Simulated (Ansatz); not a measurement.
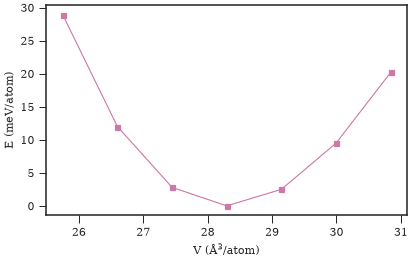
Figure: TlBr (CsCl type, Pm-3m) under volume change, DFT-LDA in the program Ansatz with PAW potentials, scaled uniformly.

What does a third-order Birch–Murnaghan fit give for V₀, B₀ and B′?

V₀ = 28.29 Å³/atom, B₀ = 33.5 GPa, B′ = 5.1.

The cell was relaxed with LDA under the symmetry of its start. Spin–orbit coupling is left out wherever it is not named.

Potentials: the later of the program's two PAW sets.
